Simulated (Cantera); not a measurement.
Input: 1 mol C2H6, 0.97 mol NH3, 1.2 mol N2, held at 9.90 bar.

These are equilibrium values from Cantera (NASA tables, ideal gas, pure condensed phases), not measurements of a reactor. Candidate condensed phases: C, C6H6, C7H8, C8H18; 92 gas species. The numbers say what is thermodynamically allowed, not how fast it happens.

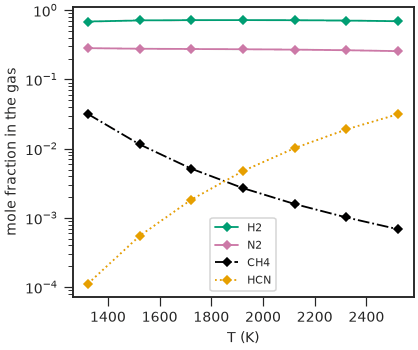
Equilibrium gas composition (values under 1e-9 drawn at 1e-9)

Problem. Read off the mole fractions at 1723 K.

Solution. H2 about 0.72, N2 about 0.27, CH4 about 0.0051, HCN about 0.0018.
